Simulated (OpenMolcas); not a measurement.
# BSiN2H5 (SMILES N[SiH]1BN1): a chain of runs

Aim: the energy (HF/ANO-RCC-MB), then the energy (CASSCF(2,2)/ANO-RCC-VDZP), then an energy scan (CASPT2(2,2)/ANO-RCC-VDZP), then an energy scan (SC-NEVPT2(2,2)/ANO-RCC-VDZP), then the energy along one coordinate (MC-PDFT[tPBE](2,2)/ANO-RCC-VDZP) of BSiN2H5. 

The calculation is run with OpenMolcas 26.06.

## Step 1: The system as given

BSiN2H5: 9 atoms, total charge 0, spin state singlet. SMILES: `N[SiH]1BN1`. The shape is that of a PBE0-D4/def2-TZVP optimisation. This is one conformer, not always the lowest.

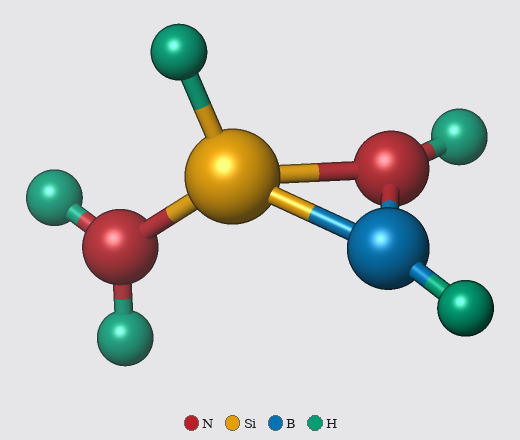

Viewed from a chosen angle; nitrogen red, silicon amber, boron blue, hydrogen teal.

## Step 2: A single-point energy at HF/ANO-RCC-MB (DKH2) (run 1)

Contents of mol.xyz:

```xyz
9

N     -0.637800     1.588100     0.218200
Si     0.258900     0.175500     0.530500
B     -0.233900    -1.625800     0.110200
N      0.650500    -0.971600    -0.738400
H     -0.221300     2.503300     0.212900
H     -1.561800     1.577300    -0.177300
H      1.441200     0.620900     1.305200
H     -0.741300    -2.702400     0.114400
H      1.134000    -1.211600    -1.592900
```

Contents of step1.input:

```
* BH5N2Si Hartree-Fock

&GATEWAY
 Coord
 mol.xyz
 Basis
 ANO-RCC-MB
 Group
 NoSym

&SEWARD

&SCF
 PrOrbitals
 0

&LOCALISATION
 Occupied
 Freeze
 Pipek-Mezey

&LOCALISATION
 FileOrb
 $Project.LocOrb
 Virtual
 Pipek-Mezey
```

Started as:

```console
export MOLCAS_MEM=1860
pymolcas step1.input > step1.log
```

The program printed:

```text
--- Start Module: gateway ---
[...]
--- Stop Module: gateway /rc=_RC_ALL_IS_WELL_ ---
[...]
      Basis functions           29
[...]
       Convergence after  10 Iterations
[...]
::    Total SCF energy                               -425.8489247064
[...]
      Total spin, S                                     0.0000000000
[...]
      Total electronic charge=   38.000000
      Total            charge=   -0.000000
[...]
      Dipole Moment (debye):
      Origin of the operator (angstrom)=    0.0680   -0.0495    0.1198
                   X=  4.4085E-01               Y=  1.5047E+00               Z= -1.4519E+00           Total=  2.1369E+00
      Quadrupole Moment (debye*angstrom):
[...]
--- Start Module: localisation ---
[...]
--- Stop Module: localisation /rc=_RC_ALL_IS_WELL_ ---
--- Start Module: localisation ---
[...]
--- Stop Module: localisation /rc=_RC_ALL_IS_WELL_ ---
[...]
```

Run time: 4.8 s. Hardware: 1 thread of Intel Xeon Platinum 8259CL at 2.50GHz (Skylake/Cascade Lake), shared host; peak memory 0.38 GiB.

## Step 3: A single-point energy at CASSCF(2,2)/ANO-RCC-VDZP (DKH2, RICD fitting) (run 2)

mol.xyz is that of step 2.

Contents of step2.inp:

```
>>> EXPORT MOLCAS_PRINT=2

&gateway
  coord
  mol.xyz
  basis
  ANO-RCC-MB
  group
  NoSym

&seward

&rasscf
  fileorb
  $CurrDir/step1.LocOrb
  alter
  2
  1 15 19
  1 20 24
  spin
  1
  nactel
  2 0 0
  inactive
  18
  ras2
  2
  orblisting
  Nothing
>>> COPY $Project.RunFile RUNFIL1
>>> COPY $Project.RasOrb INPORB

&gateway
  coord
  mol.xyz
  basis
  ANO-RCC-VDZP
  group
  NoSym
  ricd

&seward
>>> COPY $Project.RunFile RUNFIL2

&expbas

&rasscf
  fileorb
  $Project.ExpOrb
  spin
  1
  nactel
  2 0 0
  inactive
  18
  ras2
  2
  orblisting
  Nothing
```

Started as:

```console
export MOLCAS_MEM=1860
pymolcas step2.inp > step2.log
```

The program printed:

```text
--- Start Module: gateway ---
[...]
--- Stop Module: gateway /rc=_RC_ALL_IS_WELL_ ---
[...]
      Basis functions           29
[...]
      Number of active orbitals                  2
[...]
      Spin quantum number                      0.0
[...]
      Active orbitals                            2
[...]
      Number of CSFs                             3
[...]
      Number of root(s) required                 1
[...]
      Convergence after  9 iterations
[...]
      printout of CI-coefficients larger than  0.05 for root  1
      energy=    -425.862210
      conf/sym  11     Coeff  Weight
             1  20   0.99435 0.98873
             3  02  -0.10615 0.01127
      Natural orbitals and occupation numbers for root  1
      sym 1:   1.977464   0.022536
      ************************************************************************************************************************
      *                                                    Final results                                                     *
[...]
::    RASSCF root number  1 Total energy:   -425.86221009
[...]
      Basis functions           85
[...]
--- Start Module: expbas ---
[...]
--- Stop Module: expbas /rc=_RC_ALL_IS_WELL_ ---
--- Start Module: rasscf ---
[...]
      Convergence after 12 iterations
[...]
      Natural orbitals and occupation numbers for root  1
      sym 1:   1.981789   0.018211
      ************************************************************************************************************************
      *                                                    Final results                                                     *
[...]
::    RASSCF root number  1 Total energy:   -426.19170740
[...]
      Total electronic charge=   38.000000
      Total            charge=   -0.000000
[...]
      Dipole Moment (debye):
      Origin of the operator (angstrom)=    0.0680   -0.0495    0.1198
                   X=  1.3317E-01               Y=  1.2861E+00               Z= -1.2200E+00           Total=  1.7777E+00
      Quadrupole Moment (debye*angstrom):
[...]
--- Stop Module: rasscf /rc=_RC_ALL_IS_WELL_ ---
[...]
```

Wall time 13 s (1 thread of Intel Xeon Platinum 8259CL at 2.50GHz (Skylake/Cascade Lake), shared host); peak memory 0.38 GiB.

## Step 4: The energy along one coordinate at CASPT2(2,2)/ANO-RCC-VDZP (DKH2, RICD fitting, ipea shift 0.25 Eh, pt2 variant SS) (run 3)

Contents of step3.inp:

```
>>> EXPORT MOLCAS_PRINT=2
>>> COPY $CurrDir/step2.RasOrb $Project.RasOrb
>>> ForEach K in (1, 2, 3, 4, 5, 6, 7, 8, 9)

&GATEWAY
 Coord = $CurrDir/point$K.xyz
 Basis = ANO-RCC-VDZP
 Group = NoSym
 RICD

&SEWARD

&RASSCF
 FileOrb = $Project.RasOrb
 Spin = 1
 Nactel = 2 0 0
 Inactive = 18
 Ras2 = 2
 OrbListing = Nothing

&CASPT2
 Imaginary = 0.2
 Frozen = 8
>>> EndDo
```

Started as:

```console
export MOLCAS_MEM=1860
pymolcas step3.inp > step3.log
```

The program printed (excerpt; [...] marks lines left out):

```text
[...]
      Basis functions           85
[...]
      Number of active orbitals                  2
[...]
      Spin quantum number                      0.0
[...]
      Active orbitals                            2
[...]
      Number of CSFs                             3
[...]
      Number of root(s) required                 1
[...]
      Convergence after 11 iterations
[...]
      Natural orbitals and occupation numbers for root  1
      sym 1:   1.987623   0.012377
      ************************************************************************************************************************
      *                                                    Final results                                                     *
[...]
::    RASSCF root number  1 Total energy:   -426.18064657
[...]
      E2 (Variational):          -0.5245102794
[...]
::    CASPT2 Root  1     Total energy:   -426.70515685
[...]
      Convergence after 11 iterations
[...]
      Natural orbitals and occupation numbers for root  1
      sym 1:   1.981790   0.018210
      ************************************************************************************************************************
      *                                                    Final results                                                     *
[...]
      Convergence after 10 iterations
[...]
      Natural orbitals and occupation numbers for root  1
      sym 1:   1.816267   0.183733
      ************************************************************************************************************************
      *                                                    Final results                                                     *
[...]
      Convergence after 10 iterations
[...]
      Natural orbitals and occupation numbers for root  1
      sym 1:   1.633824   0.366176
      ************************************************************************************************************************
      *                                                    Final results                                                     *
[...]
      Convergence after 10 iterations
[...]
::    RASSCF root number  1 Total energy:   -426.05761825
[...]
::    CASPT2 Root  1     Total energy:   -426.57492060
[...]
      Convergence after 10 iterations
[...]
::    RASSCF root number  1 Total energy:   -426.05292051
[...]
      E2 (Variational):          -0.5162958135
[...]
::    CASPT2 Root  1     Total energy:   -426.56921633
[...]
```

Wall time 81 s (1 thread of Intel Xeon Platinum 8259CL at 2.50GHz (Skylake/Cascade Lake), shared host); peak memory 0.085 GiB.

The scan, from its lowest point:

```csv
H7–Si2 (Å),energy (kJ/mol)
1.334,26.6
1.482,0.0
1.630,13.8
1.853,68.8
2.149,156.9
2.519,251.1
2.964,324.7
3.557,368.5
4.446,383.5
```

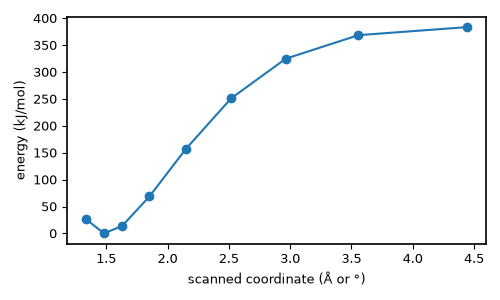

Energy along the scan.

## Step 5: The energy along one coordinate at SC-NEVPT2(2,2)/ANO-RCC-VDZP (DKH2, RICD fitting, pt2 variant SC-NEVPT2) (run 4)

Contents of step4.input:

```
>>> COPY $CurrDir/step2.RasOrb $Project.RasOrb
>>> ForEach K in (1, 2, 3, 4, 5, 6, 7, 8, 9)

&GATEWAY
  Coord=$CurrDir/point$K.xyz
  Basis=ANO-RCC-VDZP
  Group=NoSym
  RICD

&SEWARD

&RASSCF
  FileOrb=$Project.RasOrb
  Spin=1
  Nactel=2 0 0
  Inactive=18
  Ras2=2
  OrbListing=Nothing

&CASPT2
  SC-NEVPT2
  Frozen=8
>>> EndDo
```

Started as:

```console
export MOLCAS_MEM=1860
pymolcas step4.input > step4.log
```

The program printed (excerpt; [...] marks lines left out):

```text
[...]
      Basis functions           85
[...]
      Number of active orbitals                  2
[...]
      Spin quantum number                      0.0
[...]
      Active orbitals                            2
[...]
      Number of CSFs                             3
[...]
      Number of root(s) required                 1
[...]
      Convergence after 11 iterations
[...]
      Natural orbitals and occupation numbers for root  1
      sym 1:   1.987623   0.012377
      ************************************************************************************************************************
      *                                                    Final results                                                     *
[...]
::    RASSCF root number  1 Total energy:   -426.18064657
[...]
      E2 (Variational):          -0.5175959885
[...]
::    SC-NEVPT2 Root  1     Total energy:   -426.69822564
[...]
      Convergence after 11 iterations
[...]
      Natural orbitals and occupation numbers for root  1
      sym 1:   1.981790   0.018210
      ************************************************************************************************************************
      *                                                    Final results                                                     *
[...]
      Convergence after 10 iterations
[...]
      Natural orbitals and occupation numbers for root  1
      sym 1:   1.816267   0.183733
      ************************************************************************************************************************
      *                                                    Final results                                                     *
[...]
      Convergence after 10 iterations
[...]
      Natural orbitals and occupation numbers for root  1
      sym 1:   1.633824   0.366176
      ************************************************************************************************************************
      *                                                    Final results                                                     *
[...]
      Convergence after 10 iterations
[...]
::    RASSCF root number  1 Total energy:   -426.05761825
[...]
::    SC-NEVPT2 Root  1     Total energy:   -426.57253051
[...]
      Convergence after 10 iterations
[...]
::    RASSCF root number  1 Total energy:   -426.05292051
[...]
      E2 (Variational):          -0.5143611136
[...]
::    SC-NEVPT2 Root  1     Total energy:   -426.56728163
[...]
```

Run time: 77 s. Hardware: 1 thread of Intel Xeon Platinum 8259CL at 2.50GHz (Skylake/Cascade Lake), shared host; peak memory 0.085 GiB.

The scan, from its lowest point:

```csv
H7–Si2 (Å),energy (kJ/mol)
1.334,28.7
1.482,0.0
1.630,12.3
1.853,65.6
2.149,152.0
2.519,244.7
2.964,316.9
3.557,358.7
4.446,372.5
```

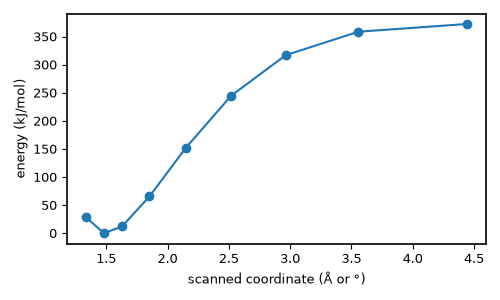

Energy along the scan.

## Step 6: An energy scan at MC-PDFT[tPBE](2,2)/ANO-RCC-VDZP (DKH2, RICD fitting) (run 5)

Contents of step5.input:

```
* BH5N2Si MC-PDFT
>>> EXPORT MOLCAS_PRINT=2
>>> COPY $CurrDir/step2.RasOrb $Project.RasOrb
>>> ForEach K in (1, 2, 3, 4, 5, 6, 7, 8, 9)
&GATEWAY
COORD = $CurrDir/point$K.xyz
BASIS = ANO-RCC-VDZP
GROUP = NoSym
RICD
&SEWARD
&RASSCF
FILEORB = $Project.RasOrb
SPIN = 1
NACTEL = 2 0 0
INACTIVE = 18
RAS2 = 2
ORBLISTING = Nothing
&MCPDFT
KSDFT = T:PBE
>>> EndDo
```

Started as:

```console
export MOLCAS_MEM=1860
pymolcas step5.input > step5.log
```

The program printed (excerpt; [...] marks lines left out):

```text
--- Start Module: gateway ---
[...]
      Basis functions           85
[...]
      Number of active orbitals                  2
[...]
      Spin quantum number                      0.0
[...]
      Active orbitals                            2
[...]
      Number of CSFs                             3
[...]
      Number of root(s) required                 1
[...]
      Convergence after 11 iterations
[...]
      Natural orbitals and occupation numbers for root  1
      sym 1:   1.987623   0.012377
      ************************************************************************************************************************
      *                                                    Final results                                                     *
[...]
::    RASSCF root number  1 Total energy:   -426.18064657
[...]
::    MCPDFT root number  1 Total energy:   -427.24701112
[...]
      Convergence after 11 iterations
[...]
      Natural orbitals and occupation numbers for root  1
      sym 1:   1.981790   0.018210
      ************************************************************************************************************************
      *                                                    Final results                                                     *
[...]
      Convergence after 10 iterations
[...]
      Natural orbitals and occupation numbers for root  1
      sym 1:   1.816267   0.183733
      ************************************************************************************************************************
      *                                                    Final results                                                     *
[...]
      Convergence after 10 iterations
[...]
      Natural orbitals and occupation numbers for root  1
      sym 1:   1.633824   0.366176
      ************************************************************************************************************************
      *                                                    Final results                                                     *
[...]
      Convergence after 10 iterations
[...]
::    RASSCF root number  1 Total energy:   -426.05761825
[...]
::    MCPDFT root number  1 Total energy:   -427.11271080
[...]
      Convergence after 10 iterations
[...]
::    RASSCF root number  1 Total energy:   -426.05292051
[...]
      Total electronic charge=   38.000000
      Total            charge=   -0.000000
[...]
::    MCPDFT root number  1 Total energy:   -427.10750265
[...]
```

Wall time 86 s (1 thread of Intel Xeon Platinum 8259CL at 2.50GHz (Skylake/Cascade Lake), shared host); peak memory 0.085 GiB.

The scan, from its lowest point:

```csv
H7–Si2 (Å),energy (kJ/mol)
1.334,28.2
1.482,0.0
1.630,12.1
1.853,65.0
2.149,152.5
2.519,250.1
2.964,331.2
3.557,380.8
4.446,394.4
```

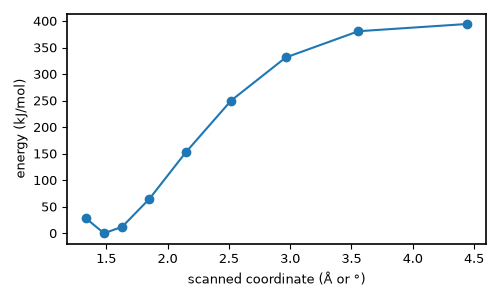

Energy along the scan.

## Step 7: What came out

| quantity | value |
| --- | --- |
| run 1, HF/ANO-RCC-MB: total energy | -425.84892 Eh |
| run 1, HF/ANO-RCC-MB: dipole moment | 2.14 D |
| run 1, HF/ANO-RCC-MB: HOMO energy | -10.18 eV |
| run 1, HF/ANO-RCC-MB: LUMO energy | 4.41 eV |
| run 1, HF/ANO-RCC-MB: HOMO–LUMO gap | 14.59 eV |
| run 2, CASSCF(2,2)/ANO-RCC-VDZP: total energy | -426.19171 Eh |
| run 2, CASSCF(2,2)/ANO-RCC-VDZP: dipole moment (CASSCF density) | 1.78 D |
| run 3, CASPT2(2,2)/ANO-RCC-VDZP: lowest energy of the scan | -426.71529 Eh |
| run 4, SC-NEVPT2(2,2)/ANO-RCC-VDZP: lowest energy of the scan | -426.70914 Eh |
| run 5, MC-PDFT[tPBE](2,2)/ANO-RCC-VDZP: lowest energy of the scan | -427.25774 Eh |

In words: Mulliken charges (run 1, HF/ANO-RCC-MB) run from -0.80 on N1 to +0.87 on Si2. Mulliken charges (run 2, CASSCF(2,2)/ANO-RCC-VDZP) run from -0.29 on N1 to +0.77 on Si2.
